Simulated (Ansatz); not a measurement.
**HOF (hypofluorous acid): wB97X/STO-3G**

What is the electronic atomisation energy of HOF (hypofluorous acid) at wB97X/STO-3G? 

Program for the calculation: Ansatz 0.2.0.

55 further runs of the same task are left out: 1 that didn't finish, 54 set aside as unsound or not needed.

**1. Starting point**

HOF has 3 atoms, charge 0, and is taken as a singlet. As SMILES, `OF`. The shape is that of a PBE0-D4/def2-TZVP optimisation.

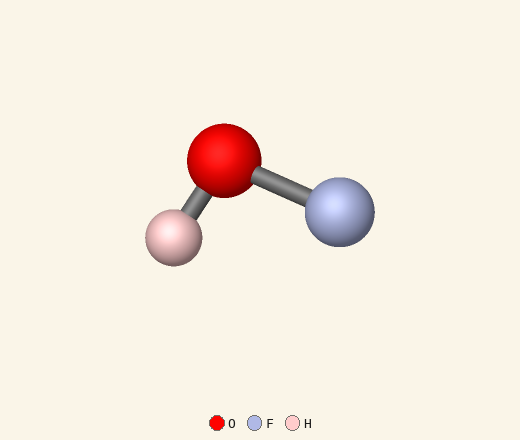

Viewed from a chosen angle; oxygen red, fluorine light blue, hydrogen pink.

**2. A single-point energy at wB97X/STO-3G**

Contents of molecule.yaml:

```yaml
basis:
  gaussian:
    orbitals: STO-3G
crystal:
  periodic: [false, false, false]
  atoms:
    - {symbol: O, position_ang: [0.430590, -0.210340, 0.216330]}
    - {symbol: F, position_ang: [-0.221910, 1.014620, -0.010980]}
    - {symbol: H, position_ang: [-0.208690, -0.804280, -0.205350]}
hamiltonian:
  xc: {name: wB97X}
accuracy: high
```

Launch:

```sh
$ ansatz run molecule.yaml --threads 1 --pin off --max-ram 3480MiB --events-out events.jsonl --progress --plain --runs-dir runs
```

Standard output:

```text
Warning: RAYON_NUM_THREADS=1 ignored (pool sized by the plan → 1); use --threads N
Functional definition: wB97X
  name "wB97X"
  parameter omega = 0.3/bohr
  parameter cx = 0.157706
  parameter cx1 = 0.726479
  parameter cx2 = 1.04760
  parameter cx3 = -5.70635
  parameter cx4 = 13.2794
  parameter css1 = -4.33879
  parameter css2 = 18.2308
  parameter css3 = -31.7430
  parameter css4 = 17.2901
  parameter cos1 = 2.37031
  parameter cos2 = -11.3995
  parameter cos3 = 6.58405
  parameter cos4 = -3.78132
  exchange = spin_sum(e_x_unif_sr(omega)*poly(b97_u_x, 1 - cx, cx1, cx2, cx3, cx4)) + cx*exact_x_sr(omega)
      + exact_x_lr(omega)
  correlation = spin_sum(e_c_pw_same_spin*poly(b97_u_same, 1, css1, css2, css3, css4))
      + integral(e_c_pw_opposite_spin*poly(b97_u_opposite, 1, cos1, cos2, cos3, cos4))
168 factors; integrals over basis functions are off by at most 4.3e-8 eV
88 factors; integrals over basis functions are off by at most 9.8e-10 eV
mean field evaluation 1: about -4708.4214 eV, gradient 9.8e0 eV
mean field evaluation 2: about -4708.8505 eV, gradient 1.6e0 eV
mean field evaluation 4: about -4708.8605 eV, gradient 6.4e-2 eV
mean field evaluation 8: about -4708.8498 eV, gradient 9.5e-4 eV
mean field evaluation 16: about -4708.8498 eV, gradient 1.1e-8 eV
mean field -4708.84982882 eV, -173.0470394361 hartree, gradient 1.1e-8 eV, S^2 0.000000; 0 other end points of the search recorded, 0 dependent functions left out
reference -4708.84982799 eV, -173.0470394055 hartree; 9, 9 occupied and 2, 2 virtual orbitals, 168 factors
Total energy: -4708.84982799 eV, -173.0470394055 hartree
```

It took 2 s on 1 thread of Arm Neoverse V1, shared host; peak memory 0.16 GiB.

**3. The F atom**

Contents of input.yaml:

```yaml
crystal:
  periodic: [false, false, false]
  atoms:
    - {symbol: F, position_ang: [0.000000, 0.000000, 0.000000]}
basis:
  gaussian:
    orbitals: STO-3G
hamiltonian:
  xc: {name: wB97X}
accuracy: high
magnetization:
  spin_polarized: true
  initial_magnetization: 1
```

Run the same way, it converges to -98.27280 Eh (log not shown).

**4. The H atom, same level**

Contents of in.yaml:

```yaml
crystal:
  periodic: [false, false, false]
  atoms:
    - symbol: H
      position_ang: [0.000000, 0.000000, 0.000000]
basis:
  gaussian: {orbitals: STO-3G}
magnetization: {spin_polarized: true, initial_magnetization: 1}
hamiltonian: {xc: {name: wB97X}}
accuracy: high
```

Run the same way, it converges to -0.46692 Eh (log not shown).

**5. The O atom**

Contents of molecule.yaml:

```yaml
crystal:
  periodic: [false, false, false]
  atoms:
    - {symbol: O, position_ang: [0.000000, 0.000000, 0.000000]}
basis:
  gaussian:
    orbitals: STO-3G
magnetization:
  spin_polarized: true
  initial_magnetization: 2
hamiltonian:
  xc: {name: wB97X}
accuracy: high
```

Launch:

```sh
$ ansatz run molecule.yaml --threads 1 --pin off --max-ram 3480MiB --events-out events.jsonl --progress --plain --runs-dir runs
```

Standard output (excerpt; [...] marks lines left out):

```text
Warning: RAYON_NUM_THREADS=1 ignored (pool sized by the plan → 1); use --threads N
[... 2 set-up lines as earlier in the session ...]
[...]
      + exact_x_lr(omega)
[...]
      + integral(e_c_pw_opposite_spin*poly(b97_u_opposite, 1, cos1, cos2, cos3, cos4))
15 factors; integrals over basis functions are off by at most 1.1e-9 eV
15 factors; integrals over basis functions are off by at most 3.1e-10 eV
[...]
mean field -2014.62968044 eV, -74.0362751911 hartree, gradient 0.0e0 eV, S^2 2.000000; 0 other end points of the search recorded, 0 dependent functions left out
reference -2014.62968021 eV, -74.0362751826 hartree; 5, 3 occupied and 0, 2 virtual orbitals, 15 factors
Total energy: -2014.62968021 eV, -74.0362751826 hartree
```

Run time: 0.7 s. Hardware: 1 thread of Arm Neoverse V1, shared host; peak memory 0.13 GiB.

**6. Summary of results**

Level: wB97X/STO-3G.

| quantity | value |
| --- | --- |
| molecule: total energy | -173.04704 Eh |
| F atom: total energy | -98.27280 Eh |
| F atom: ⟨S²⟩ | 0.750 |
| H atom: total energy | -0.46692 Eh |
| H atom: ⟨S²⟩ | 0.750 |
| O atom: total energy | -74.03628 Eh |
| O atom: ⟨S²⟩ | 2.000 |
| electronic atomisation energy | 7.376 eV |

Taking the molecule apart into free atoms costs 7.38 eV (712 kJ/mol), before zero-point energy and without spin-orbit coupling. In a minimal basis such a difference can be off by several eV, whatever the method.
